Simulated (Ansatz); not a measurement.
**What Pb vacancy, symmetric start does to Pb**

The reference is a 12-atom supercell of Pb in the fcc (Cu type) structure (space group Fm-3m, No. 225; a = 4.991 Å) at its relaxed geometry.

Modification: one Pb atom is removed, atoms relaxed at fixed cell.

All numbers come from r2SCAN/PAW in Ansatz (a program for electronic structure), no SOC. Γ-centred 6×4×6 mesh, Fermi–Dirac width 0.05 eV.

| quantity | base | changed | shift |
|---|---|---|---|
| pressure | 0.1 GPa | -1.5 GPa | -1.6 GPa |
| largest displacement of a host atom from its site in the perfect cell | – | 0.08 Å | – |
| mean distance from the defect site to its nearest host atoms | 353 pm | 348 pm | -5 pm |

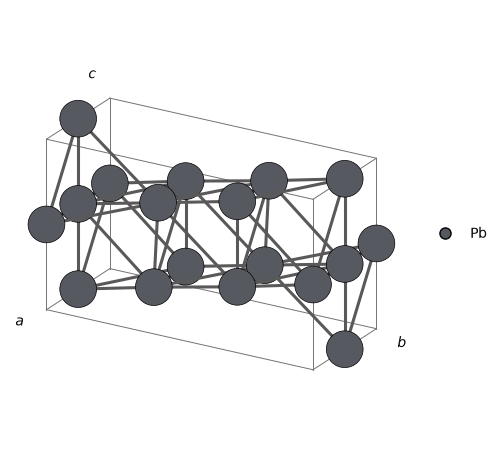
Fig. 1. The relaxed cell after the change

In so small a cell the defect repeats every few ångströms: this is an ordered compound, not a dilute defect. The defect started on the symmetric site and kept its symmetry, so it may sit on a saddle. The defect cell is not spin-polarised.
